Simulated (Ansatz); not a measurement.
# F− with Si2H6: structure and interaction energy, part 3 of 3

Ansatz 0.2.0, Gaussian basis. The steps go on from the part before.

## (11) SPW92/def2-SVP

ab/in.yaml

```yaml
crystal:
  periodic: [false, false, false]
  atoms:
    - {symbol: F, position_ang: [-0.589405, -0.167026, -2.064623]}
    - {symbol: Si, position_ang: [0.107811, 1.097497, 0.605909]}
    - {symbol: Si, position_ang: [-0.112549, -0.924546, -0.585652]}
    - {symbol: H, position_ang: [1.497093, 1.220723, 1.170291]}
    - {symbol: H, position_ang: [-0.150842, 2.457020, 0.000735]}
    - {symbol: H, position_ang: [-0.771947, 1.081168, 1.826410]}
    - {symbol: H, position_ang: [0.333824, -1.526465, 0.822390]}
    - {symbol: H, position_ang: [1.094037, -1.541267, -1.251144]}
    - {symbol: H, position_ang: [-1.408121, -1.697105, -0.524418]}
basis:
  gaussian: {orbitals: def2-SVP}
total_charge: -1
hamiltonian: {xc: lda}
```

a/in.yaml

```yaml
crystal:
  periodic: [false, false, false]
  atoms:
    - {symbol: F, position_ang: [-0.589405, -0.167026, -2.064623]}
basis:
  gaussian:
    orbitals: def2-SVP
    ghost_atoms:
      - {symbol: Si, position_ang: [0.107811, 1.097497, 0.605909]}
      - {symbol: Si, position_ang: [-0.112549, -0.924546, -0.585652]}
      - {symbol: H, position_ang: [1.497093, 1.220723, 1.170291]}
      - {symbol: H, position_ang: [-0.150842, 2.457020, 0.000735]}
      - {symbol: H, position_ang: [-0.771947, 1.081168, 1.826410]}
      - {symbol: H, position_ang: [0.333824, -1.526465, 0.822390]}
      - {symbol: H, position_ang: [1.094037, -1.541267, -1.251144]}
      - {symbol: H, position_ang: [-1.408121, -1.697105, -0.524418]}
total_charge: -1
hamiltonian: {xc: lda}
```

b/in.yaml

```yaml
crystal:
  periodic: [false, false, false]
  atoms:
    - {symbol: Si, position_ang: [0.107811, 1.097497, 0.605909]}
    - {symbol: Si, position_ang: [-0.112549, -0.924546, -0.585652]}
    - {symbol: H, position_ang: [1.497093, 1.220723, 1.170291]}
    - {symbol: H, position_ang: [-0.150842, 2.457020, 0.000735]}
    - {symbol: H, position_ang: [-0.771947, 1.081168, 1.826410]}
    - {symbol: H, position_ang: [0.333824, -1.526465, 0.822390]}
    - {symbol: H, position_ang: [1.094037, -1.541267, -1.251144]}
    - {symbol: H, position_ang: [-1.408121, -1.697105, -0.524418]}
basis:
  gaussian:
    orbitals: def2-SVP
    ghost_atoms:
      - {symbol: F, position_ang: [-0.589405, -0.167026, -2.064623]}
hamiltonian: {xc: lda}
```

One command serves all of them, each in its own folder.

Launch:

```sh
$ ansatz run in.yaml --threads 4 --pin off --events-out ev --progress --plain --max-ram 9574MiB
```

Log of ab, shortened:

```text
Functional definition: SPW92
  name "SPW92"
  cite "Dirac, Proc. Camb. Phil. Soc. 26, 376 (1930) doi:10.1017/S0305004100016108"
  cite "Slater, Phys. Rev. 81, 385 (1951) doi:10.1103/PhysRev.81.385"
  cite "Perdew & Wang, Phys. Rev. B 45, 13244 (1992) doi:10.1103/PhysRevB.45.13244"
[...]
888 factors; their error is unknown
[...]
mean field -18481.50354397 eV, -679.1827280277 hartree, gradient 4.1e-5 eV, S^2 0.000000; 0 other end points of the search recorded, 0 dependent functions left out
reference -18481.50358062 eV, -679.1827293747 hartree; 22, 22 occupied and 58, 58 virtual orbitals, 888 factors
Total energy: -18481.50358062 eV, -679.1827293747 hartree
```

Output in a, shortened:

```text
[... 5 set-up lines as earlier in the session ...]
[...]
682 factors; their error is unknown
[...]
mean field -2696.48667354 eV, -99.0940575081 hartree, gradient 4.4e-5 eV, S^2 0.000000; 0 other end points of the search recorded, 0 dependent functions left out
reference -2696.48670516 eV, -99.0940586703 hartree; 5, 5 occupied and 75, 75 virtual orbitals, 682 factors
Total energy: -2696.48670516 eV, -99.0940586703 hartree
```

Output in b, shortened:

```text
[... 5 set-up lines as earlier in the session ...]
[...]
847 factors; their error is unknown
[...]
mean field -15781.57279312 eV, -579.9621030129 hartree, gradient 1.8e-5 eV, S^2 0.000000; 0 other end points of the search recorded, 0 dependent functions left out
reference -15781.57282532 eV, -579.9621041964 hartree; 17, 17 occupied and 63, 63 virtual orbitals, 847 factors
Total energy: -15781.57282532 eV, -579.9621041964 hartree
```

Wall times: 0.35 s (ab), 0.3 s (a), 0.35 s (b) on 4 threads of Arm Neoverse V1, shared host.

E(ab) − E(a) − E(b) = -3444 meV.

## (12) wB97M-V/def2-SVP

Each input of step 11 (ab, a, b) changes in the same lines:

```diff
-hamiltonian: {xc: lda}
+hamiltonian: {xc: {name: wB97M-V}}
```

Each run has its own folder and the same command.

Launch:

```sh
$ ansatz run in.yaml --threads 4 --pin off --events-out ev --progress --plain --max-ram 9574MiB
```

Log of ab, shortened:

```text
[... 5 set-up lines as earlier in the session ...]
  # Of w^i u^j: cxij and so on, Table III.
[...]
  gx(w, u) = 1 - cx + cx01*u + cx10*w
[...]
773 factors; integrals over basis functions are off by at most 1.1e-3 eV
286 factors; integrals over basis functions are off by at most 6.9e-6 eV
[...]
mean field -18561.20279942 eV, -682.1116216435 hartree, gradient 6.4e-5 eV, S^2 0.000000; 0 other end points of the search recorded, 0 dependent functions left out
reference -18561.20284174 eV, -682.1116231989 hartree; 22, 22 occupied and 58, 58 virtual orbitals, 773 factors
Total energy: -18561.20284174 eV, -682.1116231989 hartree
```

Log of a, shortened:

```text
[... 5 set-up lines as earlier in the session ...]
  # Of w^i u^j: cxij and so on, Table III.
[...]
  gx(w, u) = 1 - cx + cx01*u + cx10*w
[...]
      + integral(e_c_pw_mod_opposite_spin*gos(b97_w_opposite, b97_u_opposite)) + vv10(b, c)
682 factors; their error is unknown
212 factors; integrals over basis functions are off by at most 2.4e-5 eV
[...]
mean field -2713.23087664 eV, -99.7093956226 hartree, gradient 1.5e-5 eV, S^2 0.000000; 0 other end points of the search recorded, 0 dependent functions left out
reference -2713.23091589 eV, -99.7093970651 hartree; 5, 5 occupied and 75, 75 virtual orbitals, 682 factors
Total energy: -2713.23091589 eV, -99.7093970651 hartree
```

Output in b, shortened:

```text
[... 5 set-up lines as earlier in the session ...]
  # Of w^i u^j: cxij and so on, Table III.
[...]
  gx(w, u) = 1 - cx + cx01*u + cx10*w
[...]
      + integral(e_c_pw_mod_opposite_spin*gos(b97_w_opposite, b97_u_opposite)) + vv10(b, c)
847 factors; their error is unknown
278 factors; integrals over basis functions are off by at most 9.9e-6 eV
[...]
mean field -15844.63186316 eV, -582.2794810939 hartree, gradient 4.8e-5 eV, S^2 0.000000; 0 other end points of the search recorded, 0 dependent functions left out
reference -15844.63190551 eV, -582.2794826503 hartree; 17, 17 occupied and 63, 63 virtual orbitals, 847 factors
Total energy: -15844.63190551 eV, -582.2794826503 hartree
```

Times: 3.3 s (ab), 2.4 s (a), 2.1 s (b) on 4 threads of Arm Neoverse V1, shared host.

E(ab) − E(a) − E(b) = -3340 meV.

## (13) CCSD(T)/def2-SVP

Each input of step 12 (ab, a, b) changes in the same lines:

```diff
-hamiltonian: {xc: {name: wB97M-V}}
+correlation: {method: ccsd_t}
```

Each run has its own folder and the same command.

Launch:

```sh
$ ansatz run in.yaml --threads 4 --pin off --events-out ev --progress --plain --max-ram 9574MiB
```

ab printed, shortened:

```text
[... 4 set-up lines as earlier in the session ...]
[...]
773 factors; integrals over basis functions are off by at most 1.1e-3 eV
[...]
mean field -18518.55590695 eV, -680.5443772525 hartree, gradient 1.0e-6 eV, S^2 0.000000; 0 other end points of the search recorded, 0 dependent functions left out
11 core orbitals not correlated: weight in the atoms' cores, before any rotation towards them, 1.000 or more for the frozen orbitals, at most 0.000 for the correlated occupied ones
reference -18518.55590695 eV, -680.5443772525 hartree; 11, 11 occupied and 58, 58 virtual orbitals, 773 factors
second order -11.40621384 eV of doubles, -0.00000000 eV of singles
cycle   1  -12.31700214 eV  change   -9.1e-1 eV  update   8.7e-2
[...]
cycle   9  -12.78045388 eV  change   -2.1e-5 eV  update   1.8e-5
perturbative correction -0.24064830 eV, -0.0088436619 hartree
Total energy: -18531.57700914 eV, -681.0228939317 hartree
```

a printed, shortened:

```text
[... 4 set-up lines as earlier in the session ...]
[...]
632 factors; integrals over basis functions are off by at most 1.5e-3 eV
[...]
mean field -2702.34225792 eV, -99.3092462653 hartree, gradient 1.1e-6 eV, S^2 0.000000; 0 other end points of the search recorded, 0 dependent functions left out
1 core orbitals not correlated: weight in the atoms' cores, before any rotation towards them, 1.000 or more for the frozen orbitals, at most 0.000 for the correlated occupied ones
reference -2702.34225792 eV, -99.3092462653 hartree; 4, 4 occupied and 75, 75 virtual orbitals, 632 factors
second order -5.60484852 eV of doubles, -0.00000000 eV of singles
cycle   1  -5.48933531 eV  change    1.2e-1 eV  update   7.6e-2
[...]
cycle  13  -5.64163111 eV  change    4.9e-6 eV  update   4.3e-6
perturbative correction -0.06623786 eV, -0.0024341963 hartree
Total energy: -2708.05012689 eV, -99.5190065809 hartree
```

Log of b, shortened:

```text
[... 4 set-up lines as earlier in the session ...]
[...]
721 factors; integrals over basis functions are off by at most 1.1e-3 eV
[...]
mean field -15812.95867924 eV, -581.1155130537 hartree, gradient 9.1e-7 eV, S^2 0.000000; 0 other end points of the search recorded, 0 dependent functions left out
10 core orbitals not correlated: weight in the atoms' cores, before any rotation towards them, 1.000 or more for the frozen orbitals, at most 0.000 for the correlated occupied ones
reference -15812.95867924 eV, -581.1155130537 hartree; 7, 7 occupied and 63, 63 virtual orbitals, 721 factors
second order -5.96483484 eV of doubles, -0.00000000 eV of singles
cycle   1  -6.97482022 eV  change    -1.0e0 eV  update   7.7e-2
[...]
cycle   9  -7.35706579 eV  change    7.0e-7 eV  update   1.0e-5
perturbative correction -0.19130111 eV, -0.0070301860 hartree
Total energy: -15820.50704613 eV, -581.3929104204 hartree
```

They took 1.2 s (ab), 0.9 s (a), 0.75 s (b) on 4 threads of Arm Neoverse V1, shared host.

Interaction energy, ab − a − b: -3020 meV.

## (14) Vibrations of the pair

vib/in.yaml

```yaml
crystal:
  periodic: [false, false, false]
  atoms:
    - {symbol: F, position_ang: [-0.589405, -0.167026, -2.064623]}
    - {symbol: Si, position_ang: [0.107811, 1.097497, 0.605909]}
    - {symbol: Si, position_ang: [-0.112549, -0.924546, -0.585652]}
    - {symbol: H, position_ang: [1.497093, 1.220723, 1.170291]}
    - {symbol: H, position_ang: [-0.150842, 2.457020, 0.000735]}
    - {symbol: H, position_ang: [-0.771947, 1.081168, 1.826410]}
    - {symbol: H, position_ang: [0.333824, -1.526465, 0.822390]}
    - {symbol: H, position_ang: [1.094037, -1.541267, -1.251144]}
    - {symbol: H, position_ang: [-1.408121, -1.697105, -0.524418]}
basis:
  gaussian: {orbitals: def2-TZVP}
total_charge: -1
hamiltonian: {xc: pbe0, dispersion: d4}
phonons: {temperatures: {t_min: 298.15, t_max: 900, t_step: 200}}
```

Launch:

```sh
$ ansatz run in.yaml --threads 4 --pin off --events-out ev --progress --plain --max-ram 9574MiB
```

The log of the run, shortened:

```text
[... 5 set-up lines as earlier in the session ...]
[...]
956 factors; their error is unknown
[...]
mean field -18563.78882774 eV, -682.2066564314 hartree, gradient 5.2e-5 eV, S^2 0.000000; 0 other end points of the search recorded, 0 dependent functions left out
[...]
Atom 7 at     1.094037    -1.541267    -1.251144 Å, force     0.008463    -0.010939     0.015023 eV/Å
Atom 8 at    -1.408121    -1.697105    -0.524418 Å, force     0.002132    -0.011238     0.016742 eV/Å
Dipole moment:    -0.009368     0.288276     0.029230 e Å
Vibrations: 146.71 151.93 291.02 369.93 430.94 489.44 583.85 667.58 702.43 841.96 896.62 944.07 956.21 1076.41 1126.16 1650.26 2065.77 2072.30 2086.91 2121.49 2126.13 cm⁻¹, zero-point energy 1.351311 eV
```

Run time: 53 s. Hardware: 4 threads of Arm Neoverse V1, shared host.

Wavenumbers and character of the modes:

| mode | wavenumber (cm⁻¹) | character |
| --- | --- | --- |
| 1 | 147 | torsion |
| 2 | 152 | bend |
| 3 | 291 | bend |
| 4 | 370 | Si–Si stretch |
| 5 | 431 | bend |
| 6 | 489 | bend with torsion |
| 7 | 584 | Si–F stretch |
| 8 | 668 | bend |
| 9 | 702 | wag or twist with bend |
| 10 | 842 | bend |
| 11 | 897 | bend |
| 12 | 944 | bend with wag or twist |
| 13 | 956 | bend with wag or twist |
| 14 | 1076 | bend |
| 15 | 1126 | bend |
| 16 | 1650 | Si–H stretch |
| 17 | 2066 | Si–H stretch |
| 18 | 2072 | Si–H stretch |
| 19 | 2087 | Si–H stretch |
| 20 | 2121 | Si–H stretch |
| 21 | 2126 | Si–H stretch |

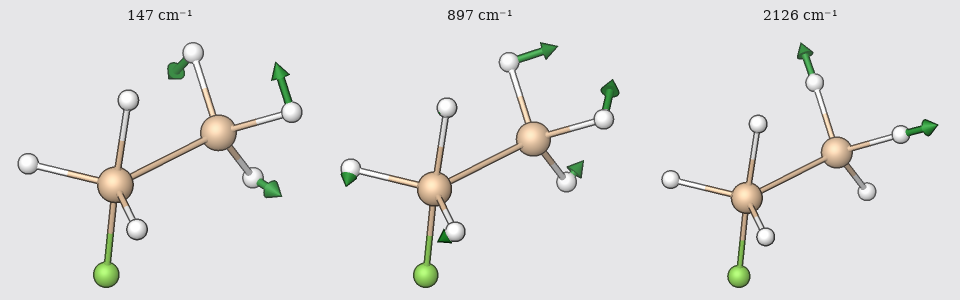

How the atoms move in 3 of the modes.

Vibrational sums (real modes only):

```csv
T (K),entropy (J/mol/K),heat capacity (J/mol/K)
298,47.1,63.2
498,88.1,97.0
698,124.7,119.5
898,156.7,134.7
```

## (15) The ladder

The basis limit takes Hartree-Fock with exponent 7.88 and MP2 correlation with exponent 2.97 from the triple- and quadruple-zeta runs, and adds the coupled-cluster step over MP2 from triple zeta. Where a quadruple-zeta run was CCSD(T), only its Hartree-Fock and MP2 parts are used.

Rows are in def2-TZVPPD; times add the 3 runs of a level on a shared host, so small differences are noise.

Differences are taken before rounding.

```
      method                    rung  interaction (meV)  from CCSD(T)/CBS (meV)     time
      PBE-D4                     GGA              -2826                    +214    6.4 s
   revPBE-D4                     GGA              -2784                    +256    5.3 s
     BLYP-D4                     GGA              -2700                    +341    5.7 s
   r2SCAN-D4                meta-GGA              -3039                      +2     11 s
      B97M-V                meta-GGA              -3150                    -110     19 s
     PBE0-D4                  hybrid              -3029                     +11    7.6 s
    B3LYP-D4                  hybrid              -2900                    +140    6.6 s
    HSE06-D4         screened hybrid              -3029                     +11    6.4 s
     wB97X-V  range-separated hybrid              -2975                     +65     18 s
     wB97M-V  range-separated hybrid              -3036                      +4     22 s
      B2PLYP           double hybrid              -2845                    +195     16 s
Hartree-Fock            wavefunction              -3042                      -2         
         MP2            wavefunction              -2892                    +148         
        CCSD            wavefunction              -2929                    +111         
     CCSD(T)            wavefunction              -2901                    +139  2.4 min
 CCSD(T)/CBS                                      -3040                       0  3.5 min
```

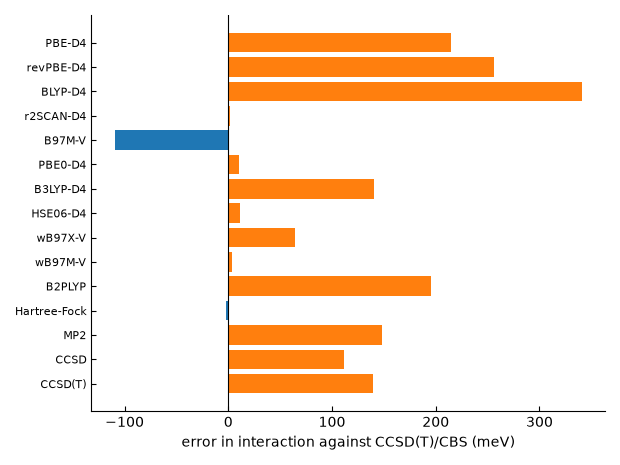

Error of each method against CCSD(T)/CBS.

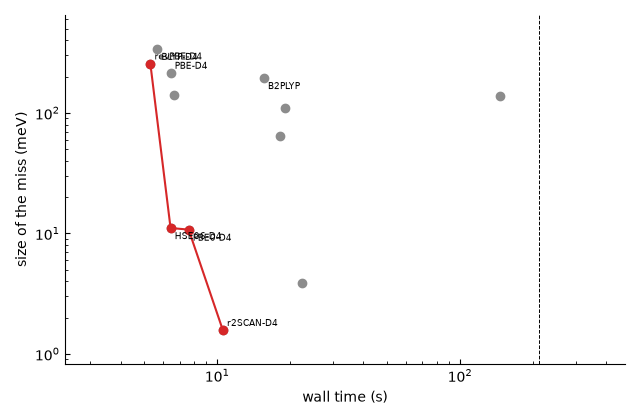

Accuracy for the time spent; red marks the levels that beat every quicker one drawn (of those quicker than the yardstick), and the dashed line is the time of CCSD(T)/CBS. Only those levels and the largest misses are named. Times are from a shared host.

r2SCAN-D4 reaches 2 meV from the reference in 11 s, where CCSD(T)/CBS took 3.5 min; the quickest level in the cost chart, revPBE-D4, takes 5.3 s and misses by 256 meV.

## (16) Results

This closing draws on all 3 parts.

| quantity | value |
| --- | --- |
| interaction energy, CCSD(T)/CBS | -3040 meV |
| of it Hartree-Fock (basis limit) | -3087 meV |
| D4 term of PBE0-D4 | -61 meV |
| shortest contact | F1–Si3 1.73 Å |
| lowest wavenumber | 147 cm⁻¹ |

In words: The pair is bound by 3040 meV at fixed fragment shapes. Hartree-Fock gives 102 % of it, so electrostatics, induction and charge transfer lead. r2SCAN-D4 is the best functional here (+2 meV from CCSD(T)/CBS); BLYP-D4 is the worst (+341 meV). By rung, the mean size of the error is: GGA 270, meta-GGA 56, hybrid 76, screened hybrid 11, range-separated hybrid 34, double hybrid 195 meV. The double hybrids carry no dispersion term here, unlike the levels marked D4 or V. PBE-D4 gives an interaction energy 214 meV too high, an error of 7 % of the reference. CCSD(T) moves by -139 meV from triple zeta to the limit; gaps between functionals far smaller than that don't rank them. A lower arrangement may exist.
